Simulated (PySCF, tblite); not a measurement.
# methyl(trifluoromethyl) sulfide (C2H3F3S): dynamics, then NMR shifts on frames

Aim: move methyl(trifluoromethyl) sulfide (C2H3F3S) (`CSC(F)(F)F`) away from its starting geometry and see how NMR shifts follow the geometry.

The runs use tblite 0.8.0 and PySCF 2.14.0, with density-fitted response routines of our own; the level of theory stands in each step. All values are computed, except where a source is named. Atoms count from 0, in the outputs and in this text.

## 1. The starting structure

9 atoms, charge 0, multiplicity 1; geometry from: GFN2-xTB.

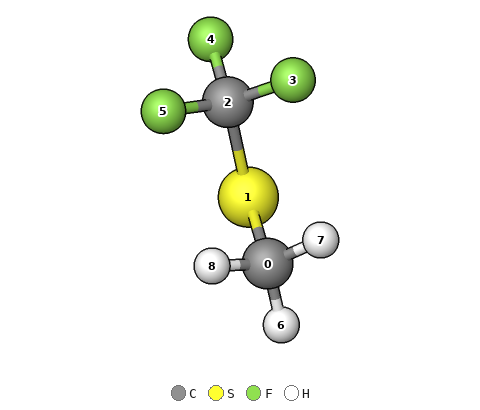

As it starts; carbon grey, sulfur yellow, fluorine green, hydrogen white, atoms numbered.

## 2. A short Langevin run with GFN2-xTB

The job: settings as JSON, then the geometry in Å.

```
{"job": {"kind": "md", "xc": "GFN2-xTB", "basis": "xTB", "temperature": 300, "steps": 2000, "every": 50, "frames": 5}, "charge": 0, "multiplicity": 1}
C     -1.311739    -0.028634    -0.408435
S     -0.008256     1.226460    -0.236264
C      1.257194     0.117413     0.457684
F      1.548123    -0.886893    -0.375743
F      2.380100     0.775741     0.707105
F      0.850181    -0.445668     1.600098
H     -2.169296     0.487801    -0.825645
H     -0.976605    -0.808025    -1.086497
H     -1.556140    -0.432202     0.569757
```

Level: GFN2-xTB Langevin dynamics, gas phase.

Run with:

```bash
OMP_NUM_THREADS=1 python probes_run.py task.json out
```

This one command runs all jobs of the session in turn.

What it wrote:

```text
t/fs     T/K      E/eV
    0.0   279.1   -632.56964
   25.0   212.6   -632.34629
   50.0   269.1   -632.40962
   75.0   207.1   -632.26715
  100.0   253.9   -632.39280
  125.0   217.7   -632.32570
  150.0   222.6   -632.34719
  175.0   326.9   -632.40946
  200.0   198.9   -632.33474
  225.0   268.6   -632.33490
  250.0   207.5   -632.36380
  275.0   180.5   -632.39684
  300.0   237.6   -632.37415
  325.0   236.1   -632.40389
  350.0   119.1   -632.32588
  375.0   156.4   -632.47948
  400.0   110.9   -632.37417
  425.0   221.3   -632.40002
  450.0   247.2   -632.42159
  475.0   135.5   -632.30113
  500.0   215.8   -632.27496
  525.0   334.8   -632.20917
  550.0   284.3   -632.07888
  575.0   303.6   -632.19343
  600.0   365.6   -632.33301
  625.0   284.1   -632.33097
  650.0   176.6   -632.30146
  675.0   148.2   -632.38417
  700.0   219.6   -632.37596
  725.0   196.8   -632.30084
  750.0   261.8   -632.37548
  775.0   385.2   -632.38106
  800.0   200.5   -632.17603
  825.0   336.8   -632.33976
  850.0   276.6   -632.22351
  875.0   304.3   -632.37373
  900.0   250.0   -632.29698
  925.0   174.7   -632.32634
  950.0   210.7   -632.34222
  975.0   137.7   -632.14193
 1000.0   239.6   -632.40434
```

Run time: 11 s. Hardware: 1 thread of Intel Xeon Platinum 8488C, shared host; peak memory 0.19 GiB.

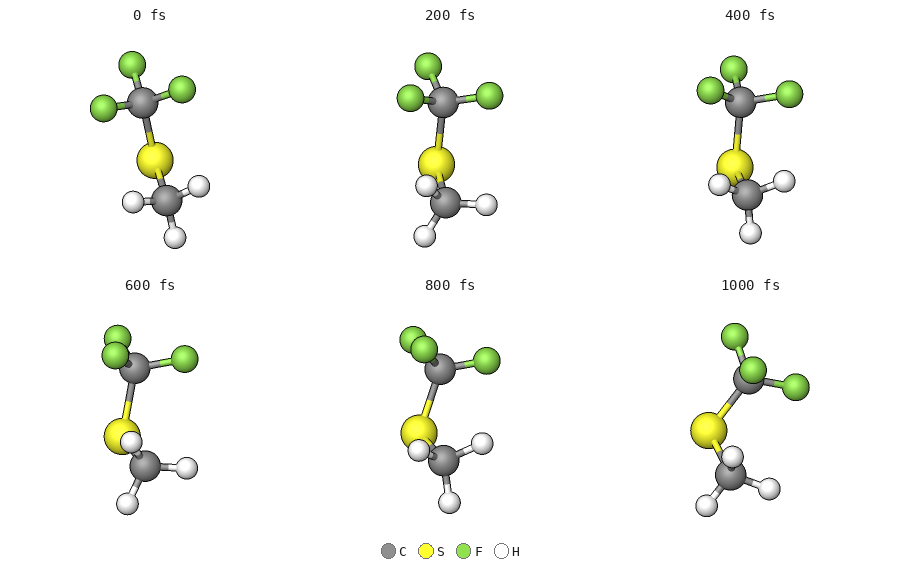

Frames of the run.

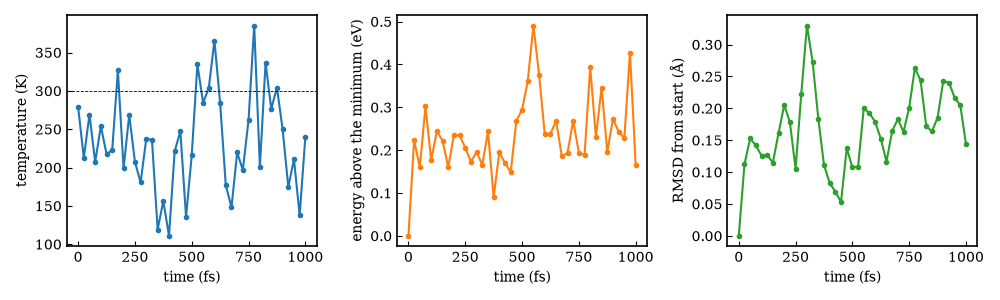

Temperature, potential energy and distance from the start.

Positions (Å) and forces (eV/Å) at 1000 fs:

```xyz
9

C    -1.823    0.089    0.635    0.985   -0.605   -1.704
S    -0.474    1.222    1.116   -0.770    0.345    0.494
C     0.892    0.411    0.327   -0.456   -1.070   -0.598
F     0.864    0.566   -0.989   -0.071    0.301   -0.924
F     2.053    0.798    0.737    1.185    0.730    0.650
F     0.855   -0.918    0.493   -0.125   -0.504    0.291
H    -2.671    0.434    1.137   -1.072    0.252    0.986
H    -2.056    0.138   -0.448    0.403    0.276    0.402
H    -1.556   -0.951    0.832   -0.079    0.275    0.404
```

## 3. Shielding tensors: 250 fs, PBE0/pcSseg-1

The job: settings as JSON, then the geometry in Å.

```
{"job": {"kind": "nmr", "xc": "PBE0", "basis": "pcSseg-1", "pop": false}, "charge": 0, "multiplicity": 1}
C     -1.425100    -0.387300    -0.046600
S     -0.122500     0.867300     0.235800
C      1.401400    -0.186200     0.348500
F      1.511300    -0.871200    -0.798900
F      2.486500     0.568500     0.493600
F      1.337900    -1.060200     1.374500
H     -2.363700     0.232400    -0.171000
H     -1.154000    -0.983900    -0.895100
H     -1.544900    -1.040400     0.919100
```

Method: GIAO PBE0/pcSseg-1 NMR shielding, non-relativistic, gas phase.

What it wrote:

```text
coarse grid: 8920 points
cycle   1  E = -774.9704623177  dE =  7.380e-01  |g| = 8.920e-01  |ddm| = 2.577e+00
cycle   2  E = -774.7856863369  dE =  1.848e-01  |g| = 1.424e+00  |ddm| = 1.114e+00
cycle   3  E = -775.1127231580  dE = -3.270e-01  |g| = 3.794e-02  |ddm| = 6.943e-01
cycle   4  E = -775.1129755738  dE = -2.524e-04  |g| = 2.222e-02  |ddm| = 7.158e-02
cycle   5  E = -775.1131011899  dE = -1.256e-04  |g| = 6.731e-03  |ddm| = 2.952e-02
cycle   6  E = -775.1131110560  dE = -9.866e-06  |g| = 1.401e-03  |ddm| = 5.265e-03
final grid: 85096 points
cycle   7  E = -775.1704915272  dE = -3.297e-05  |g| = 6.839e-03  |ddm| = 1.645e-02
cycle   8  E = -775.1704849145  dE =  6.613e-06  |g| = 9.212e-03  |ddm| = 1.036e-02
cycle   9  E = -775.1705008212  dE = -1.591e-05  |g| = 5.238e-04  |ddm| = 5.719e-03
cycle  10  E = -775.1705008657  dE = -4.448e-08  |g| = 2.334e-04  |ddm| = 5.927e-04
cycle  11  E = -775.1705008750  dE = -9.350e-09  |g| = 6.161e-05  |ddm| = 1.942e-04
cycle  12  E = -775.1705008759  dE = -8.640e-10  |g| = 1.014e-05  |ddm| = 5.133e-05
converged SCF energy = -775.1705008759

GIAO shielding tensors (ppm)
atom      isotropic    diamagn.    paramagn.     s11        s22        s33       span
  0 C      160.074     251.074     -91.000    144.715    157.854    177.655     32.939
  1 S      380.556    1055.570    -675.014    132.662    294.060    714.945    582.283
  2 C       41.335     244.798    -203.463     28.882     41.992     53.130     24.248
  3 F      222.373     475.055    -252.681    134.603    209.175    323.342    188.739
  4 F      233.854     470.190    -236.337    160.983    220.615    319.963    158.980
  5 F      223.743     473.743    -250.000    139.722    203.927    327.578    187.857
  6 H       28.262      27.581       0.681     23.801     25.115     35.870     12.069
  7 H       28.740      30.111      -1.372     23.514     27.782     34.923     11.410
  8 H       26.802      27.188      -0.385     21.770     25.362     33.275     11.505
```

Wall time 12 s (1 thread of Intel Xeon Platinum 8488C, shared host); peak memory 0.56 GiB.

Shifts follow as δ = σ(reference) − σ, with reference shieldings (ppm) from runs at the same level and on the same kind of geometry: 1H TMS 31.72, 13C TMS 186.9, 19F CFCl3 170.9, 33S CS2 504. The references are single molecules in the gas phase, so shifts against H2O, NH3, PH3, H3PO4 or CFCl3 are not on the usual liquid scales and can be off by tens of ppm. Each atom is listed at this fixed geometry, with no averaging over motion; a spectrum would average atoms that exchange fast.

| atoms | environment | σ (ppm) | δ (ppm) |
| --- | --- | --- | --- |
| C2 | CF3 carbon | 41.3 | 145.6 |
| C0 | methyl carbon bonded to S | 160.1 | 26.9 |
| H8 | hydrogen on a methyl carbon bonded to S | 26.80 | 4.91 |
| H6 | hydrogen on a methyl carbon bonded to S | 28.26 | 3.46 |
| H7 | hydrogen on a methyl carbon bonded to S | 28.74 | 2.98 |
| S1 | sulfide sulfur | 381 | 123 |
| F3 | fluorine of an SCF3 group | 222.4 | -51.4 |
| F5 | fluorine of an SCF3 group | 223.7 | -52.8 |
| F4 | fluorine of an SCF3 group | 233.9 | -62.9 |

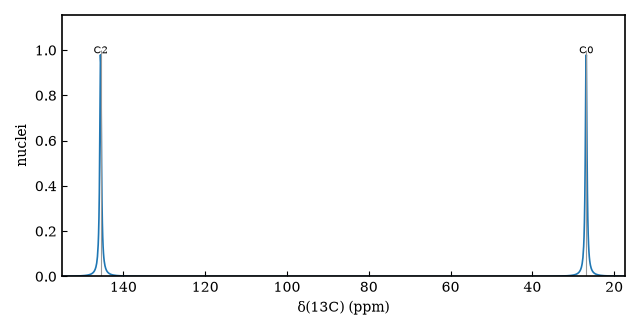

13C lines at the computed shifts, without couplings. Lines are broadened to a width of 0.47 ppm (Lorentzian).

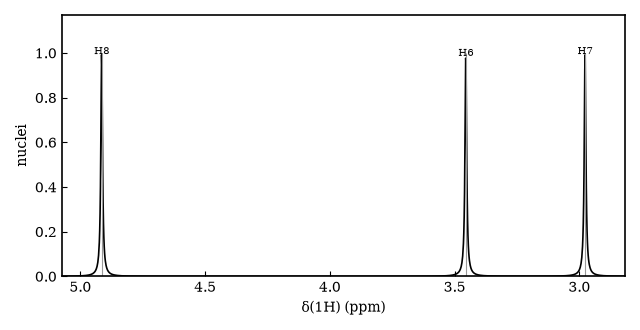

1H lines at the computed shifts, without couplings. Lines are broadened to a width of 0.01 ppm (Lorentzian).

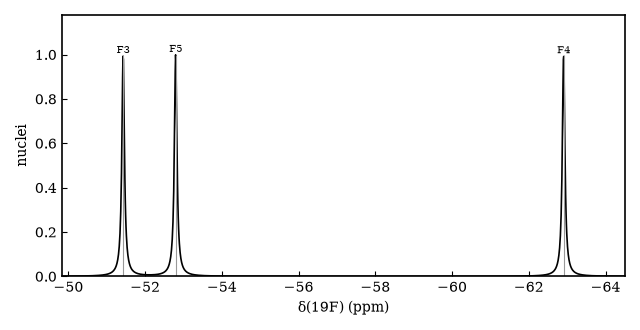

19F lines at the computed shifts, without couplings. Lines are broadened to a width of 0.08 ppm (Lorentzian).

## 4. Shielding tensors: 425 fs, PBE0/pcSseg-1

The job: settings as JSON, then the geometry in Å.

```
{"job": {"kind": "nmr", "xc": "PBE0", "basis": "pcSseg-1", "pop": false}, "charge": 0, "multiplicity": 1}
C     -1.240900    -0.830200    -0.018900
S     -0.238500     0.695300     0.153000
C      1.378100    -0.187800     0.226500
F      1.669200    -0.954200    -0.822700
F      2.377800     0.710200     0.371200
F      1.367700    -0.985100     1.256200
H     -2.278200    -0.475000    -0.031400
H     -0.841900    -1.331000    -0.951900
H     -0.984200    -1.438900     0.866300
```

Level: GIAO PBE0/pcSseg-1 NMR shielding, non-relativistic, gas phase.

What it wrote:

```text
coarse grid: 8920 points
cycle   1  E = -774.9774771888  dE =  8.316e-01  |g| = 8.821e-01  |ddm| = 2.589e+00
cycle   2  E = -774.8122564283  dE =  1.652e-01  |g| = 1.375e+00  |ddm| = 1.084e+00
cycle   3  E = -775.1141874799  dE = -3.019e-01  |g| = 4.267e-02  |ddm| = 6.717e-01
cycle   4  E = -775.1144472664  dE = -2.598e-04  |g| = 2.891e-02  |ddm| = 6.221e-02
cycle   5  E = -775.1145843464  dE = -1.371e-04  |g| = 8.554e-03  |ddm| = 2.168e-02
cycle   6  E = -775.1145953853  dE = -1.104e-05  |g| = 1.337e-03  |ddm| = 5.696e-03
cycle   7  E = -775.1145956820  dE = -2.967e-07  |g| = 3.160e-04  |ddm| = 1.297e-03
final grid: 85096 points
cycle   8  E = -775.1710094131  dE = -2.952e-05  |g| = 6.813e-03  |ddm| = 1.749e-02
cycle   9  E = -775.1710018625  dE =  7.551e-06  |g| = 9.141e-03  |ddm| = 1.130e-02
cycle  10  E = -775.1710195921  dE = -1.773e-05  |g| = 5.016e-04  |ddm| = 6.556e-03
cycle  11  E = -775.1710196282  dE = -3.604e-08  |g| = 2.404e-04  |ddm| = 4.672e-04
cycle  12  E = -775.1710196364  dE = -8.247e-09  |g| = 5.330e-05  |ddm| = 1.479e-04
cycle  13  E = -775.1710196370  dE = -5.737e-10  |g| = 9.727e-06  |ddm| = 4.380e-05
converged SCF energy = -775.1710196370

GIAO shielding tensors (ppm)
atom      isotropic    diamagn.    paramagn.     s11        s22        s33       span
  0 C      164.118     252.942     -88.823    150.702    162.462    179.191     28.489
  1 S      396.542    1055.929    -659.386    114.314    340.303    735.010    620.696
  2 C       44.650     244.198    -199.548     29.571     45.078     59.300     29.729
  3 F      239.372     473.660    -234.288    158.503    227.087    332.526    174.023
  4 F      228.688     471.661    -242.973    140.406    206.421    339.236    198.830
  5 F      237.362     473.548    -236.186    155.842    237.669    318.576    162.734
  6 H       28.952      28.742       0.210     24.376     25.798     36.681     12.305
  7 H       27.521      28.566      -1.045     22.042     26.782     33.738     11.696
  8 H       28.197      29.344      -1.147     22.708     27.758     34.126     11.419
```

Run time: 14 s. Hardware: 1 thread of Intel Xeon Platinum 8488C, shared host; peak memory 0.59 GiB.

In short: δ C2 142.3, C0 22.8, S1 107, F4 -57.7, H7 4.20, H8 3.52 ppm.

## 5. Nuclear shieldings: 625 fs, PBE0/pcSseg-1

The job: settings as JSON, then the geometry in Å.

```
{"job": {"kind": "nmr", "xc": "PBE0", "basis": "pcSseg-1", "pop": false}, "charge": 0, "multiplicity": 1}
C     -1.492600    -0.679700     0.205200
S     -0.455800     0.766800     0.474500
C      1.236100     0.025800     0.521200
F      1.469800    -0.343300    -0.786100
F      2.163000     0.897700     0.820500
F      1.351500    -1.084000     1.206900
H     -2.533900    -0.325700     0.460100
H     -1.509500    -1.025100    -0.838800
H     -1.149100    -1.446600     0.961000
```

With the program's defaults for keys left out, this is: GIAO PBE0/pcSseg-1 NMR shielding, non-relativistic, gas phase.

What it wrote:

```text
coarse grid: 8920 points
cycle   1  E = -774.9696061085  dE =  8.294e-01  |g| = 8.921e-01  |ddm| = 2.597e+00
cycle   2  E = -774.7898386901  dE =  1.798e-01  |g| = 1.412e+00  |ddm| = 1.114e+00
cycle   3  E = -775.1105445084  dE = -3.207e-01  |g| = 4.644e-02  |ddm| = 6.952e-01
cycle   4  E = -775.1108031190  dE = -2.586e-04  |g| = 3.570e-02  |ddm| = 7.461e-02
cycle   5  E = -775.1110175241  dE = -2.144e-04  |g| = 8.910e-03  |ddm| = 2.681e-02
cycle   6  E = -775.1110305577  dE = -1.303e-05  |g| = 1.413e-03  |ddm| = 6.537e-03
cycle   7  E = -775.1110308834  dE = -3.257e-07  |g| = 3.865e-04  |ddm| = 1.389e-03
final grid: 85096 points
cycle   8  E = -775.1678605840  dE = -2.924e-05  |g| = 6.716e-03  |ddm| = 1.644e-02
cycle   9  E = -775.1678543363  dE =  6.248e-06  |g| = 8.819e-03  |ddm| = 1.079e-02
cycle  10  E = -775.1678703705  dE = -1.603e-05  |g| = 5.006e-04  |ddm| = 6.025e-03
cycle  11  E = -775.1678704040  dE = -3.350e-08  |g| = 2.397e-04  |ddm| = 4.680e-04
cycle  12  E = -775.1678704130  dE = -8.994e-09  |g| = 4.744e-05  |ddm| = 1.647e-04
cycle  13  E = -775.1678704134  dE = -4.743e-10  |g| = 1.217e-05  |ddm| = 4.339e-05
converged SCF energy = -775.1678704134

GIAO shielding tensors (ppm)
atom      isotropic    diamagn.    paramagn.     s11        s22        s33       span
  0 C      164.480     250.238     -85.758    149.643    162.735    181.062     31.418
  1 S      395.828    1055.390    -659.562    149.287    302.421    735.777    586.490
  2 C       44.209     244.490    -200.282     30.236     45.451     56.939     26.703
  3 F      193.223     477.571    -284.349     93.088    150.813    335.766    242.678
  4 F      242.836     469.908    -227.073    174.446    238.865    315.196    140.750
  5 F      246.899     472.567    -225.668    167.904    258.319    314.474    146.569
  6 H       28.430      27.281       1.149     23.426     25.692     36.172     12.746
  7 H       28.368      29.110      -0.743     23.184     26.428     35.491     12.307
  8 H       27.506      27.810      -0.304     21.970     26.877     33.671     11.701
```

Wall time 12 s (1 thread of Intel Xeon Platinum 8488C, shared host); peak memory 0.59 GiB.

This run: δ C2 142.7, C0 22.4, S1 108, F3 -22.3, H8 4.21, H7 3.35 ppm.

## 6. Nuclear shieldings: 800 fs, PBE0/pcSseg-1

The job: settings as JSON, then the geometry in Å.

```
{"job": {"kind": "nmr", "xc": "PBE0", "basis": "pcSseg-1", "pop": false}, "charge": 0, "multiplicity": 1}
C     -1.565700    -0.495700     0.290800
S     -0.608100     0.959100     0.741000
C      1.044300     0.294200     0.463200
F      1.399500     0.116100    -0.733500
F      1.910700     1.119200     1.102500
F      1.279400    -0.847700     1.165400
H     -2.601400    -0.156200    -0.036800
H     -1.089900    -1.073600    -0.588400
H     -1.532800    -1.224700     1.125200
```

With the program's defaults for keys left out, this is: GIAO PBE0/pcSseg-1 NMR shielding, non-relativistic, gas phase.

What it wrote:

```text
coarse grid: 8920 points
cycle   1  E = -774.9711486957  dE =  8.877e-01  |g| = 8.839e-01  |ddm| = 2.609e+00
cycle   2  E = -774.8067832405  dE =  1.644e-01  |g| = 1.378e+00  |ddm| = 1.085e+00
cycle   3  E = -775.1066151188  dE = -2.998e-01  |g| = 5.251e-02  |ddm| = 6.722e-01
cycle   4  E = -775.1069162973  dE = -3.012e-04  |g| = 3.936e-02  |ddm| = 6.538e-02
cycle   5  E = -775.1071369685  dE = -2.207e-04  |g| = 8.144e-03  |ddm| = 2.228e-02
cycle   6  E = -775.1071487965  dE = -1.183e-05  |g| = 1.296e-03  |ddm| = 7.322e-03
cycle   7  E = -775.1071490848  dE = -2.883e-07  |g| = 2.960e-04  |ddm| = 1.380e-03
final grid: 85096 points
cycle   8  E = -775.1632013142  dE = -2.822e-05  |g| = 6.830e-03  |ddm| = 1.624e-02
cycle   9  E = -775.1631942182  dE =  7.096e-06  |g| = 9.259e-03  |ddm| = 1.071e-02
cycle  10  E = -775.1632108895  dE = -1.667e-05  |g| = 5.914e-04  |ddm| = 6.021e-03
cycle  11  E = -775.1632109407  dE = -5.126e-08  |g| = 2.374e-04  |ddm| = 5.523e-04
cycle  12  E = -775.1632109492  dE = -8.471e-09  |g| = 5.344e-05  |ddm| = 1.645e-04
cycle  13  E = -775.1632109498  dE = -5.878e-10  |g| = 1.202e-05  |ddm| = 4.615e-05
converged SCF energy = -775.1632109498

GIAO shielding tensors (ppm)
atom      isotropic    diamagn.    paramagn.     s11        s22        s33       span
  0 C      164.973     251.581     -86.607    151.933    161.024    181.962     30.029
  1 S      451.407    1054.649    -603.241    204.403    381.286    768.534    564.131
  2 C       48.045     239.813    -191.768     33.497     47.646     62.993     29.495
  3 F      255.083     472.701    -217.618    193.255    262.533    309.460    116.205
  4 F      219.200     471.495    -252.295    125.835    190.391    341.373    215.538
  5 F      215.221     475.206    -259.985    116.856    185.091    343.715    226.859
  6 H       28.109      26.968       1.141     23.222     25.109     35.994     12.772
  7 H       27.869      28.976      -1.107     23.009     26.976     33.622     10.613
  8 H       28.030      28.321      -0.291     22.522     26.355     35.212     12.689
```

Wall time 12 s (1 thread of Intel Xeon Platinum 8488C, shared host); peak memory 0.59 GiB.

Key values: δ C2 138.9, C0 22.0, S1 52, F5 -44.3, H7 3.85, H8 3.69 ppm.

## 7. Shielding tensors: 1000 fs, PBE0/pcSseg-1

The job: settings as JSON, then the geometry in Å.

```
{"job": {"kind": "nmr", "xc": "PBE0", "basis": "pcSseg-1", "pop": false}, "charge": 0, "multiplicity": 1}
C     -1.823100     0.088600     0.635300
S     -0.474400     1.221500     1.116200
C      0.891900     0.410900     0.327000
F      0.863700     0.565700    -0.988800
F      2.052600     0.798400     0.737000
F      0.854900    -0.918000     0.493500
H     -2.671100     0.434000     1.137100
H     -2.055900     0.138200    -0.447600
H     -1.556500    -0.951400     0.832400
```

With the program's defaults for keys left out, this is: GIAO PBE0/pcSseg-1 NMR shielding, non-relativistic, gas phase.

What it wrote:

```text
coarse grid: 8920 points
cycle   1  E = -774.9854935717  dE =  9.771e-01  |g| = 8.742e-01  |ddm| = 2.622e+00
cycle   2  E = -774.8438404162  dE =  1.417e-01  |g| = 1.317e+00  |ddm| = 1.014e+00
cycle   3  E = -775.1155168594  dE = -2.717e-01  |g| = 3.802e-02  |ddm| = 6.280e-01
cycle   4  E = -775.1157849187  dE = -2.681e-04  |g| = 2.160e-02  |ddm| = 6.602e-02
cycle   5  E = -775.1158827807  dE = -9.786e-05  |g| = 7.586e-03  |ddm| = 2.456e-02
cycle   6  E = -775.1158919032  dE = -9.122e-06  |g| = 1.294e-03  |ddm| = 4.585e-03
final grid: 85096 points
cycle   7  E = -775.1712746036  dE = -2.983e-05  |g| = 7.015e-03  |ddm| = 1.776e-02
cycle   8  E = -775.1712693519  dE =  5.252e-06  |g| = 8.732e-03  |ddm| = 1.083e-02
cycle   9  E = -775.1712849107  dE = -1.556e-05  |g| = 4.723e-04  |ddm| = 5.998e-03
cycle  10  E = -775.1712849434  dE = -3.275e-08  |g| = 1.769e-04  |ddm| = 4.303e-04
cycle  11  E = -775.1712849480  dE = -4.594e-09  |g| = 4.995e-05  |ddm| = 1.571e-04
cycle  12  E = -775.1712849486  dE = -5.630e-10  |g| = 1.136e-05  |ddm| = 4.934e-05
converged SCF energy = -775.1712849486

GIAO shielding tensors (ppm)
atom      isotropic    diamagn.    paramagn.     s11        s22        s33       span
  0 C      168.168     250.190     -82.023    153.579    158.715    192.209     38.631
  1 S      469.763    1054.306    -584.543    281.267    377.393    750.630    469.363
  2 C       50.484     239.537    -189.052     35.568     51.506     64.379     28.810
  3 F      225.757     476.048    -250.291    144.480    205.412    327.378    182.897
  4 F      253.138     469.281    -216.144    183.712    255.126    320.574    136.862
  5 F      231.299     476.471    -245.173    135.285    223.457    335.153    199.868
  6 H       30.634      29.254       1.379     25.633     27.222     39.046     13.413
  7 H       28.709      29.451      -0.742     23.642     26.596     35.888     12.246
  8 H       28.815      29.429      -0.614     23.428     27.767     35.249     11.821
```

It took 12 s on 1 thread of Intel Xeon Platinum 8488C, shared host; peak memory 0.59 GiB.

Key values: δ C2 136.4, C0 18.8, S1 34, F3 -54.8, H7 3.01, H8 2.90 ppm.

## 8. Run by run: NMR shifts

Shifts (ppm) of some atoms, chosen among heavy atoms and hydrogens apart, with basis size and wall time:

| frame | C2 | H8 | H6 | S1 | F3 | F5 | F4 | functions | time |
| --- | --- | --- | --- | --- | --- | --- | --- | --- | --- |
| 250 fs | 145.6 | 4.91 | 3.46 | 123 | -51.4 | -52.8 | -62.9 | 124 | 12 s |
| 425 fs | 142.3 | 3.52 | 2.77 | 107 | -68.4 | -66.4 | -57.7 | 124 | 14 s |
| 625 fs | 142.7 | 4.21 | 3.29 | 108 | -22.3 | -76.0 | -71.9 | 124 | 12 s |
| 800 fs | 138.9 | 3.69 | 3.61 | 52 | -84.1 | -44.3 | -48.3 | 124 | 12 s |
| 1000 fs | 136.4 | 2.90 | 1.08 | 34 | -54.8 | -60.4 | -82.2 | 124 | 12 s |

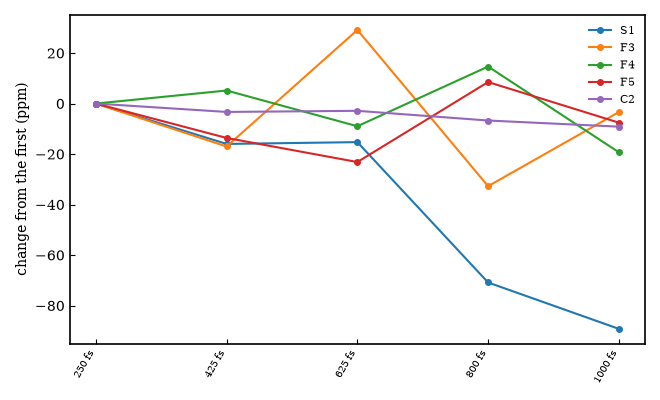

How five of the tabulated atoms move from run to run.

## 9. Results

```
                                        quantity                    value
                                      thermostat                    300 K
                   mean temperature, second half                    253 K
         mean potential energy above the minimum                  0.28 eV
  13C shifts against TMS (PBE0/pcSseg-1, 250 fs)          145.6, 26.9 ppm
   1H shifts against TMS (PBE0/pcSseg-1, 250 fs)     4.91, 3.46, 2.98 ppm
  33S shifts against CS2 (PBE0/pcSseg-1, 250 fs)                  123 ppm
19F shifts against CFCl3 (PBE0/pcSseg-1, 250 fs)  -51.4, -52.8, -62.9 ppm
                        range of the shift of S1            34 to 123 ppm
```

In the second half the potential energy averages 0.28 eV above the minimum; equipartition over 21 harmonic modes at 300 K would give 0.27 eV. With 9 atoms the temperature swings widely (111 to 385 K). Shifts at one fixed geometry are not the observed spectrum, which averages over the motion. In the first frame run (250 fs): Shielding is most anisotropic at S1 (span 582 ppm, paramagnetic term -675 ppm). In ppm, S1 moves most: its shift spreads over 89 ppm, from 34 (1000 fs) to 123 (250 fs).
